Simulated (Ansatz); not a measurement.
# B3LYP/STO-3G run of BOF (fluoro(oxo)borane)

What is the vertical singlet–triplet gap of BOF (fluoro(oxo)borane) at B3LYP/STO-3G? 

The results are computed with Ansatz 0.2.0.

### Step 1. The system as given

The species is BOF (3 atoms), meant as a singlet with charge 0. As SMILES, `O=BF`. The shape is that of a PBE0-D4/def2-TZVP optimisation.

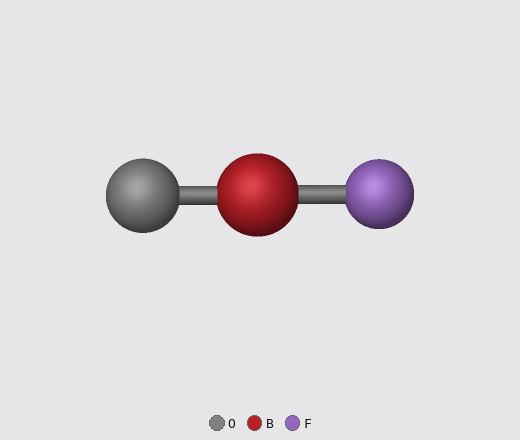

Viewed from a chosen angle; oxygen grey, boron red, fluorine purple.

### Step 2. A single-point energy at B3LYP/STO-3G

Input file in.yaml:

```yaml
crystal:
  periodic: [false, false, false]
  atoms:
    - {symbol: O, position_ang: [0.983100, -0.565100, 0.479900]}
    - {symbol: B, position_ang: [0.020300, -0.011600, 0.009900]}
    - {symbol: F, position_ang: [-1.003400, 0.576800, -0.489800]}
basis:
  gaussian:
    orbitals: STO-3G
total_charge: 0
magnetization:
  spin_polarized: false
  initial_magnetization: 0
hamiltonian:
  xc: {name: B3LYP}
accuracy: high
```

The run is started by

```sh
$ ansatz run in.yaml --threads 1 --pin off --max-ram 2610MiB --events-out events.jsonl --progress --plain --runs-dir runs
```

Log:

```text
Warning: RAYON_NUM_THREADS=1 ignored (pool sized by the plan → 1); use --threads N
Functional definition: B3LYP
  name "B3LYP"
  parameter a0 = 0.2
  parameter ax = 0.72
  parameter ac = 0.81
  exchange = (1 - a0 - ax)*slater_x + ax*b88_x + a0*exact_x
  correlation = (1 - ac)*vwn_rpa_c + ac*lyp_c
248 factors; integrals over basis functions are off by at most 3.4e-8 eV
mean field evaluation 1: about -5362.8830 eV, gradient 2.9e1 eV
mean field evaluation 2: about -5342.0081 eV, gradient 1.0e2 eV
mean field evaluation 4: about -5365.7038 eV, gradient 2.5e0 eV
mean field evaluation 8: about -5365.6940 eV, gradient 7.5e-2 eV
mean field evaluation 16: about -5365.6940 eV, gradient 1.9e-7 eV
mean field -5365.69398431 eV, -197.1856169254 hartree, gradient 8.0e-9 eV, S^2 0.000000; 0 other end points of the search recorded, 0 dependent functions left out
reference -5365.69400293 eV, -197.1856176096 hartree; 11, 11 occupied and 4, 4 virtual orbitals, 248 factors
Total energy: -5365.69400293 eV, -197.1856176096 hartree
```

Run time: 0.44 s. Hardware: 1 thread of Intel Xeon Platinum 8488C (Sapphire Rapids), shared host.

### Step 3. The triplet

Input file run.yaml:

```yaml
crystal:
  periodic: [false, false, false]
  atoms:
    - {symbol: O, position_ang: [0.983100, -0.565100, 0.479900]}
    - {symbol: B, position_ang: [0.020300, -0.011600, 0.009900]}
    - {symbol: F, position_ang: [-1.003400, 0.576800, -0.489800]}
basis:
  gaussian:
    orbitals: STO-3G
magnetization:
  spin_polarized: true
  initial_magnetization: 2
hamiltonian:
  xc: {name: B3LYP}
accuracy: high
```

The run is started by

```sh
$ ansatz run run.yaml --threads 1 --pin off --max-ram 2610MiB --events-out events.jsonl --progress --plain --runs-dir runs
```

Log, shortened:

```text
Warning: RAYON_NUM_THREADS=1 ignored (pool sized by the plan → 1); use --threads N
[... 7 set-up lines as earlier in the session ...]
248 factors; integrals over basis functions are off by at most 3.4e-8 eV
mean field evaluation 1: about -5354.2464 eV, gradient 1.9e1 eV
mean field evaluation 2: about -5351.0437 eV, gradient 2.9e1 eV
mean field evaluation 4: about -5356.9208 eV, gradient 1.9e0 eV
mean field evaluation 8: about -5356.9448 eV, gradient 6.4e-2 eV
mean field evaluation 16: about -5357.5422 eV, gradient 1.9e-1 eV
mean field evaluation 32: about -5354.2464 eV, gradient 1.9e1 eV
mean field evaluation 64: about -5357.5431 eV, gradient 5.5e-6 eV
mean field -5357.54311177 eV, -196.8860778843 hartree, gradient 3.4e-8 eV, S^2 2.001724; 10 other end points of the search recorded, 0 dependent functions left out
reference -5357.54313030 eV, -196.8860785653 hartree; 12, 10 occupied and 3, 5 virtual orbitals, 248 factors
Total energy: -5357.54313030 eV, -196.8860785653 hartree
```

Wall time 11 s (1 thread of Intel Xeon Platinum 8488C (Sapphire Rapids), shared host); peak memory 0.13 GiB.

### Step 4. Outcome

At B3LYP/STO-3G:

| quantity | value |
| --- | --- |
| singlet: total energy | -197.18562 Eh |
| triplet: total energy | -196.88608 Eh |
| triplet: ⟨S²⟩ | 2.002 |
| vertical energy of the triplet above the singlet | 8.151 eV |

In words: At this shape the triplet lies 8.15 eV (786 kJ/mol) above the singlet. In a minimal basis such a difference can be off by several eV, whatever the method.
